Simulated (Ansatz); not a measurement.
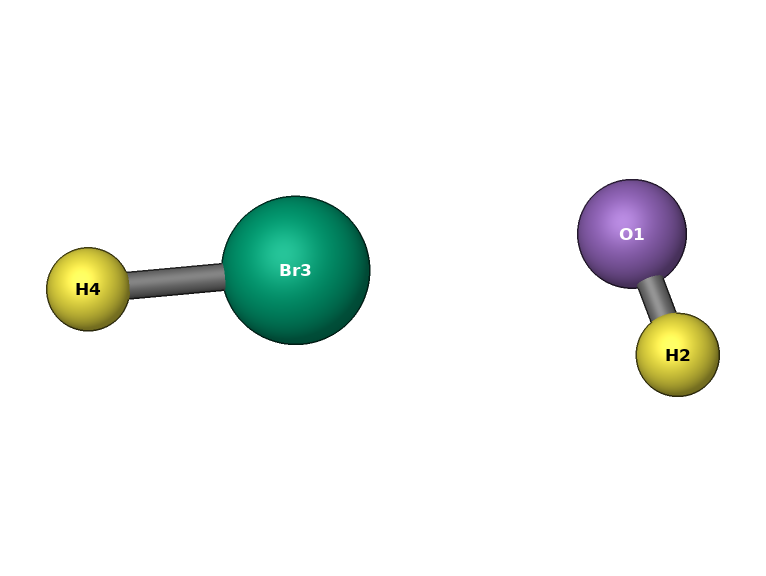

The questions are on Mulliken charges. Charge −1, singlet. The computed structure is the end point of a PBE0-D4/def2-TZVPD optimisation. Level of theory: RKS PBE0-D4/def2-TZVP (Ansatz 0.2.0).

List the Mulliken charges.

| atom | value (e) |
| --- | --- |
| O1 | −0.94 |
| H2 | 0.21 |
| Br3 | −0.23 |
| H4 | −0.03 |

Mulliken values depend strongly on the basis set and can even reverse the polarity of a bond.
